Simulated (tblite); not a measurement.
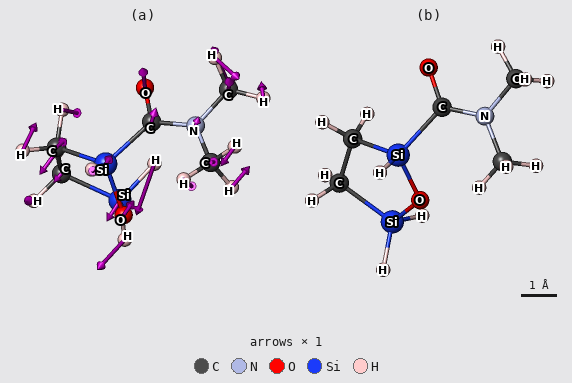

The structure of C5H13NO2Si2 before (left) and after (right) a relaxation, at one scale. The purple arrows give the displacements, at their true length.

A ball-and-stick model, seen at a tilt.

Computed with GFN2-xTB geometry optimisation, gas phase in tblite 0.8.0. 

Q: What changed between the two?

A: After 178 geometry steps the energy has fallen by 26.6 kcal/mol. The largest move after the best rigid fit is that of an H atom, 2.00 Å. Largest moves by element: H 2.00 Å, O 1.01 Å, C 0.80 Å, Si 0.74 Å, N 0.31 Å. Near-neighbour distances that change, for instance: C–Si 1.826 → 1.911 Å, O–Si 1.729 → 1.647 Å, C–N 1.410 → 1.347 Å, C–H 1.139 → 1.095 Å. Bond angles that change, for instance: Si–O–Si 99.9° → 118.7°, O–Si–H 114.0° → 105.7°, C–Si–H 107.9° → 114.9°. Groups turn about O–Si by about 60°, C–N by about 50°, C–Si by about 50°. The run took 1.8 s on 1 thread of Arm Neoverse V2, with other jobs on the host.
